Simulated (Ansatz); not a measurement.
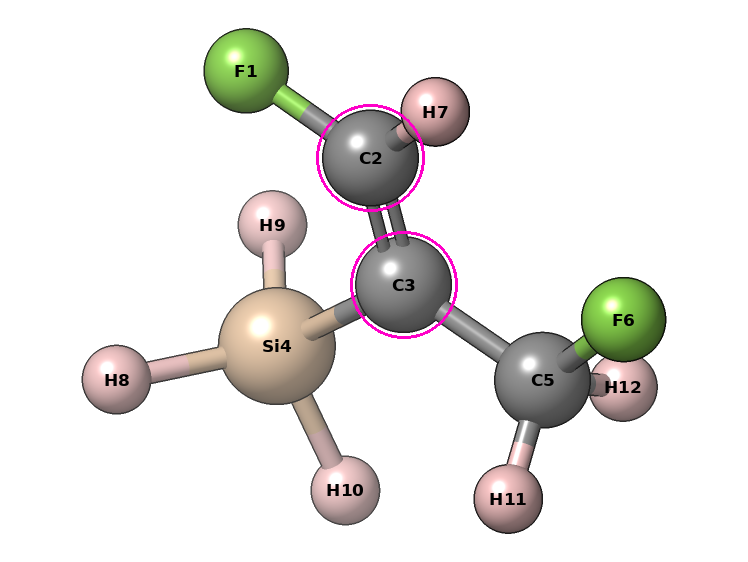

Distant atoms are faded towards the background colour. Circles mark the stereogenic atoms. Computed geometry: PBE0-D4/def2-TZVP optimisation. No frequency run is at hand to confirm it as a minimum.

Give the R/S and E/Z labels.

Answer. C2=C3: Z.

Write the isomeric SMILES.

Answer. F/C=C(\[SiH3])CF
